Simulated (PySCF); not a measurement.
# Changing the system itself: AlBr⁻

Aim: change spin, charge, geometry, field or solvent of AlBr⁻, one at a time, and compare with the base run.

Method: method and basis as typed in the scripts; program: PySCF 2.14.0.

1 further run of the same task is left out (it didn't finish).

## (1) Starting geometry

AlBr⁻: 2 atoms, charge -1, spin multiplicity 2.

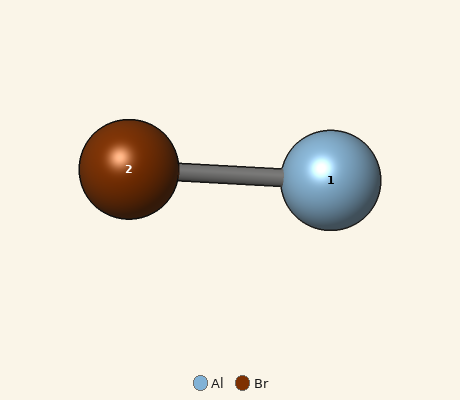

Start geometry, drawn with aluminium light blue, bromine brown; atoms are numbered from 1 in the order of the file.

## (2) The run that the others are compared with

Input file input.py:

```python
from pyscf import gto, scf, mp

mol = gto.M(
    atom='Al 0 0 0; Br 0 0 2.169',
    basis='6-31g',
    charge=-1,
    spin=1,
    verbose=3,
)
mf = scf.UHF(mol)
mf.kernel()
mp.MP2(mf).kernel()
mf.dip_moment()
print('orbital energies (hartree):', [e[max(0, n-3):n+3].round(4) for e, n in zip(mf.mo_energy, mol.nelec)])
```

On the command line:

```bash
$ OMP_NUM_THREADS=1 python input.py
```

Its log is not repeated here.

Base result: E(SCF) = -2813.967542 Eh, E(MP2) − E(SCF) = -0.21640 Eh, ⟨S²⟩ = 0.758.

The bond length is a typed value, not an optimised one. The dipole of an ion depends on the origin.

## (3) Lengths in bohr

Run 1 changes length unit: angstrom → bohr; bond length: 2.169 Å → 2.169 bohr.

input.py, as its differences from that of step 2:

```diff
@@ -7,2 +7,3 @@
     spin=1,
+    unit='bohr',
     verbose=3,
```

On the command line:

```bash
$ OMP_NUM_THREADS=1 python input.py
```

The program printed:

```text
WARN: HOMO 0.0601291863667432 >= LUMO 0.0601291863667432

converged SCF energy = -2811.80090246704  <S^2> = 0.76267318  2S+1 = 2.0126333
E(UMP2) = -2812.0184458707  E_corr = -0.217543403663813
E(SCS-UMP2) = -2812.00101348746  E_corr = -0.200111020423946

WARN: System has nonzero charge -1; the dipole moment is origin-dependent.
Location of origin: [0. 0. 0.]

Dipole moment(X, Y, Z, Debye): -0.00000, -0.00000,  3.57304
orbital energies (hartree): [array([-0.3261, -0.0502,  0.0559,  0.2483,  0.274 ,  0.418 ]), array([-0.4187, -0.3131, -0.025 ,  0.2654,  0.2831,  0.2917])]
```

Run time: 1.3 s. Hardware: 1 thread of Arm Neoverse V1, shared host.

The length unit (bohr) was meant as a poor choice, so the numbers below may not describe AlBr⁻ as the base run means it. Outcome: E(SCF) = -2811.800902 Eh, E(MP2) − E(SCF) = -0.21754 Eh, ⟨S²⟩ = 0.763.

## (4) Bond 2.711 Å

Run 2 changes bond length: 2.169 Å → 2.711 Å.

input.py, as its differences from that of step 2:

```diff
@@ -3,3 +3,3 @@
 mol = gto.M(
-    atom='Al 0 0 0; Br 0 0 2.169',
+    atom='Al 0 0 0; Br 0 0 2.711',
     basis='6-31g',
```

On the command line:

```bash
$ OMP_NUM_THREADS=1 python input.py
```

The program printed:

```text
WARN: HOMO 0.0110305849673289 >= LUMO 0.0110305849673289

converged SCF energy = -2814.00631731512  <S^2> = 0.7564315  2S+1 = 2.0064212
E(UMP2) = -2814.22155088537  E_corr = -0.215233570249459
E(SCS-UMP2) = -2814.20628079584  E_corr = -0.199963480721331

WARN: System has nonzero charge -1; the dipole moment is origin-dependent.
Location of origin: [0. 0. 0.]

Dipole moment(X, Y, Z, Debye): -0.00000, -0.00000, -7.23863
orbital energies (hartree): [array([-0.1987, -0.157 , -0.0268,  0.1899,  0.2431,  0.3869]), array([-0.1986, -0.1949, -0.1295,  0.2066,  0.2349,  0.2578])]
```

Run time: 1.3 s. Hardware: 1 thread of Arm Neoverse V1, shared host.

Outcome: E(SCF) = -2814.006317 Eh (-1.0551 eV from the base), E(MP2) − E(SCF) = -0.21523 Eh, ⟨S²⟩ = 0.756.

## (5) Charge +0 (singlet)

Run 3 changes charge: -1 → 0; spin (2S): 1 → 0.

input.py, as its differences from that of step 2:

```diff
@@ -5,4 +5,4 @@
     basis='6-31g',
-    charge=-1,
-    spin=1,
+    charge=0,
+    spin=0,
     verbose=3,
```

On the command line:

```bash
$ OMP_NUM_THREADS=1 python input.py
```

The program printed:

```text
converged SCF energy = -2813.98277402485  <S^2> = 7.7406526e-11  2S+1 = 1
E(UMP2) = -2814.20427200913  E_corr = -0.221497984274603
E(SCS-UMP2) = -2814.18894381211  E_corr = -0.206169787255195
Dipole moment(X, Y, Z, Debye):  0.00000, -0.00000, -1.85110
orbital energies (hartree): [array([-0.4345, -0.4345, -0.3232,  0.0276,  0.0276,  0.1041]), array([-0.4345, -0.4345, -0.3232,  0.0276,  0.0276,  0.1041])]
```

Wall time 1.3 s (1 thread of Arm Neoverse V1, shared host).

This run: E(SCF) = -2813.982774 Eh (-0.4145 eV from the base), E(MP2) − E(SCF) = -0.22150 Eh, μ = 1.85 D (of the SCF density).

## (6) Bond 6.507 Å

Run 4 changes bond length: 2.169 Å → 6.507 Å.

input.py, as its differences from that of step 2:

```diff
@@ -3,3 +3,3 @@
 mol = gto.M(
-    atom='Al 0 0 0; Br 0 0 2.169',
+    atom='Al 0 0 0; Br 0 0 6.507',
     basis='6-31g',
```

On the command line:

```bash
$ OMP_NUM_THREADS=1 python input.py
```

The program printed:

```text
WARN: HOMO 0.00837568524701075 >= LUMO 0.00837568524701075

converged SCF energy = -2813.97346078952  <S^2> = 0.75031825  2S+1 = 2.0003182
E(UMP2) = -2814.18314031599  E_corr = -0.209679526475679
E(SCS-UMP2) = -2814.16917415186  E_corr = -0.195713362338408

WARN: System has nonzero charge -1; the dipole moment is origin-dependent.
Location of origin: [0. 0. 0.]

Dipole moment(X, Y, Z, Debye):  0.00000,  0.00000, -30.49310
orbital energies (hartree): [array([-0.1208, -0.1208, -0.1198,  0.1011,  0.1011,  0.2996]), array([-0.1207, -0.1207, -0.1204,  0.1159,  0.1159,  0.1511])]
```

Run time: 1.2 s. Hardware: 1 thread of Arm Neoverse V1, shared host.

Outcome: E(SCF) = -2813.973461 Eh (-0.1611 eV from the base), E(MP2) − E(SCF) = -0.20968 Eh, ⟨S²⟩ = 0.750.

## (7) PCM, ε = 4.71

Run 5 changes solvent: none (gas phase) → PCM, ε = 4.71; step after the SCF: mp2 → analyze.

Input file input.py:

```python
from pyscf import gto, scf, solvent

mol = gto.M(
    atom='Al 0 0 0; Br 0 0 2.169',
    basis='6-31g',
    charge=-1,
    spin=1,
    verbose=3,
)
mf = scf.UHF(mol)
mf = solvent.PCM(mf)
mf.with_solvent.eps = 4.71
mf.kernel()
mf.analyze()
print('orbital energies (hartree):', [e[max(0, n-3):n+3].round(4) for e, n in zip(mf.mo_energy, mol.nelec)])
```

On the command line:

```bash
$ OMP_NUM_THREADS=1 python input.py
```

The program printed:

```text
WARN: PCM is an experimental feature. It is still in testing.
Features and APIs may be changed in the future.

converged SCF energy = -2814.03359150485  <S^2> = 0.75786411  2S+1 = 2.0078487
**** MO energy ****
                             alpha | beta                alpha | beta
MO #1   energy= -489.889267227186  | -489.889035857531  occ= 1 | 1
MO #2   energy= -65.0694128098501  | -65.0692334670697  occ= 1 | 1
MO #3   energy= -58.4274710091508  | -58.4274168526205  occ= 1 | 1
MO #4   energy= -58.4270345700894  | -58.4268637671662  occ= 1 | 1
MO #5   energy= -58.426873245295   | -58.4262835189585  occ= 1 | 1
MO #6   energy= -58.401333256325   | -58.398949163135   occ= 1 | 1
MO #7   energy= -9.7458229340041   | -9.74530084987793  occ= 1 | 1
MO #8   energy= -7.3574457573582   | -7.35736361492751  occ= 1 | 1
MO #9   energy= -7.35294866632254  | -7.35289965898157  occ= 1 | 1
MO #10  energy= -7.35276773972131  | -7.3510538198831   occ= 1 | 1
MO #11  energy= -4.82966922631864  | -4.82638879340242  occ= 1 | 1
MO #12  energy= -3.14236527969441  | -3.13913628338618  occ= 1 | 1
MO #13  energy= -3.13981052264799  | -3.13601681730222  occ= 1 | 1
MO #14  energy= -3.1373424049893   | -3.12848550455393  occ= 1 | 1
MO #15  energy= -3.07439152596828  | -3.07425012417113  occ= 1 | 1
MO #16  energy= -3.07326223879455  | -3.07323848566008  occ= 1 | 1
MO #17  energy= -3.07248320353248  | -3.07186759429074  occ= 1 | 1
MO #18  energy= -3.06908697649913  | -3.06859291607241  occ= 1 | 1
MO #19  energy= -3.06903892882513  | -3.06848646584289  occ= 1 | 1
MO #20  energy= -0.954840215164528 | -0.949441701644816 occ= 1 | 1
MO #21  energy= -0.47449428467491  | -0.456009731965713 occ= 1 | 1
MO #22  energy= -0.387734619678574 | -0.37595120679465  occ= 1 | 1
MO #23  energy= -0.376769285767566 | -0.37106699508751  occ= 1 | 1
MO #24  energy= -0.264796348310576 | -0.227232746948958 occ= 1 | 1
MO #25  energy= -0.134911795193413 | 0.109304916747684  occ= 1 | 0
MO #26  energy= 0.0920935804364218 | 0.125340634663012  occ= 0 | 0
MO #27  energy= 0.152058960204726  | 0.165047648646646  occ= 0 | 0
MO #28  energy= 0.279756764910662  | 0.296397343627833  occ= 0 | 0
MO #29  energy= 0.344226972264067  | 0.382055650143505  occ= 0 | 0
MO #30  energy= 0.373774841260702  | 0.400770377549426  occ= 0 | 0
MO #31  energy= 0.411944102421851  | 0.415060963529281  occ= 0 | 0
MO #32  energy= 0.527293156549304  | 0.532888721270993  occ= 0 | 0
MO #33  energy= 0.557814859368932  | 0.563550600488737  occ= 0 | 0
MO #34  energy= 0.562380813998386  | 0.567744454907586  occ= 0 | 0
MO #35  energy= 0.668293135890751  | 0.673676819042213  occ= 0 | 0
MO #36  energy= 4.49631663011284   | 4.49634296210553   occ= 0 | 0
MO #37  energy= 4.49637633113642   | 4.49861016822679   occ= 0 | 0
MO #38  energy= 4.50144677370424   | 4.5033393888242    occ= 0 | 0
MO #39  energy= 4.50144704631775   | 4.50340863763802   occ= 0 | 0
MO #40  energy= 4.52558855141242   | 4.52646009727838   occ= 0 | 0

To work with the spin densities directly, `use mulliken_meta_spin()` only printing them here.

 ** Mulliken spin pop alpha/beta on meta-lowdin orthogonal AOs **
 ** Mulliken Spin Density (per atom)  **
spin density of  0 Al =      0.95680
spin density of  1 Br =      0.04320
 ** Mulliken pop alpha/beta on meta-lowdin orthogonal AOs **
 ** Mulliken atomic charges   ( Nelec_alpha | Nelec_beta ) **
charge of  0Al =     -0.56081  (     7.25881      6.30200 )
charge of  1Br =     -0.43919  (    17.74119     17.69800 )

WARN: System has nonzero charge -1; the dipole moment is origin-dependent.
Location of origin: [0. 0. 0.]

Dipole moment(X, Y, Z, Debye): -0.00000, -0.00000, -2.28504
orbital energies (hartree): [array([-0.3768, -0.2648, -0.1349,  0.0921,  0.1521,  0.2798]), array([-0.376 , -0.3711, -0.2272,  0.1093,  0.1253,  0.165 ])]
```

Run time: 3.9 s. Hardware: 1 thread of Arm Neoverse V1, shared host.

This run: E(SCF) = -2814.033592 Eh (-1.7973 eV from the base), ⟨S²⟩ = 0.758.

## (8) Sextet

Run 6 changes spin (2S): 1 → 5.

input.py, as its differences from that of step 2:

```diff
@@ -6,3 +6,3 @@
     charge=-1,
-    spin=1,
+    spin=5,
     verbose=3,
```

On the command line:

```bash
$ OMP_NUM_THREADS=1 python input.py
```

The program printed (excerpt; [...] marks lines left out):

```text
[lines on the frontier levels of each cycle are left out]
converged SCF energy = -2813.67413359277  <S^2> = 8.7514392  2S+1 = 6.0004797
E(UMP2) = -2813.86737937602  E_corr = -0.193245783255096
E(SCS-UMP2) = -2813.8477601419  E_corr = -0.173626549134235

WARN: System has nonzero charge -1; the dipole moment is origin-dependent.
Location of origin: [0. 0. 0.]

Dipole moment(X, Y, Z, Debye): -0.00000, -0.00000,  3.70503
orbital energies (hartree): [array([-0.051 , -0.0438,  0.061 ,  0.3705,  0.4385,  0.4439]), array([-0.867 , -0.3961, -0.3357,  0.0387,  0.2186,  0.2983])]
```

Run time: 1.3 s. Hardware: 1 thread of Arm Neoverse V1, shared host.

Outcome: E(SCF) = -2813.674134 Eh (+7.9840 eV from the base), E(MP2) − E(SCF) = -0.19325 Eh, ⟨S²⟩ = 8.751.

This is not the lowest spin state: the same input with spin=1 ends 7.98 eV lower.

## (9) All runs together

| run | E(SCF) (hartree) | from base (eV) | gap, α spin (eV) | SCF dipole (D) | after the SCF |
| --- | --- | --- | --- | --- | --- |
| base | -2813.967542 | 0 | 5.73 | n/a | MP2 correlation -5.889 eV |
| lengths in bohr (poor choice) | -2811.800902 | not comparable | 5.24 | n/a | MP2 correlation -5.920 eV |
| bond 2.711 Å | -2814.006317 | -1.0551 | 5.90 | n/a | MP2 correlation -5.857 eV |
| charge +0 (singlet) | -2813.982774 | -0.4145 | 9.55 | 1.85 | MP2 correlation -6.027 eV |
| bond 6.507 Å | -2813.973461 | -0.1611 | 6.01 | n/a | MP2 correlation -5.706 eV |
| PCM, ε = 4.71 | -2814.033592 | -1.7973 | 6.18 | n/a | n/a |
| sextet | -2813.674134 | +7.9840 | 8.42 | n/a | MP2 correlation -5.258 eV |

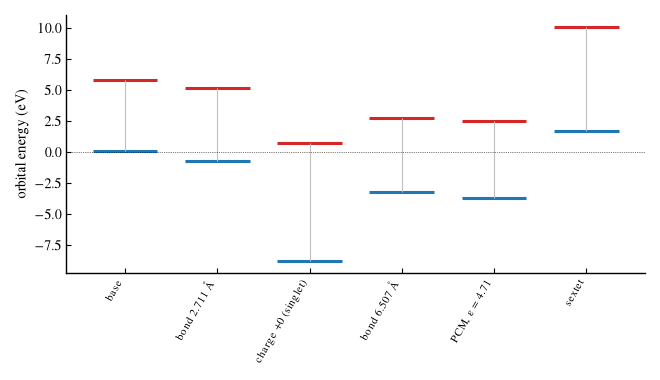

Frontier levels by run: filled blue, empty red. Open-shell runs show the α spin alone. Unsound runs are left out.

What this shows: The highest filled level of this anion is positive: the basis lacks diffuse functions or the electron is not bound, so these numbers hang on the basis. The largest comparable shift of the SCF energy, +7.984 eV, comes with the run “sextet”. At the SCF level, going to the singlet with one electron fewer costs -0.41 eV at fixed geometry. A continuum solvent with ε = 4.71 lowers the energy by 1.797 eV, a large gain because the system is charged. The sextet solution found lies 7.98 eV above the base doublet at this geometry and level. Rows marked «poor choice» come from settings spoiled on purpose.
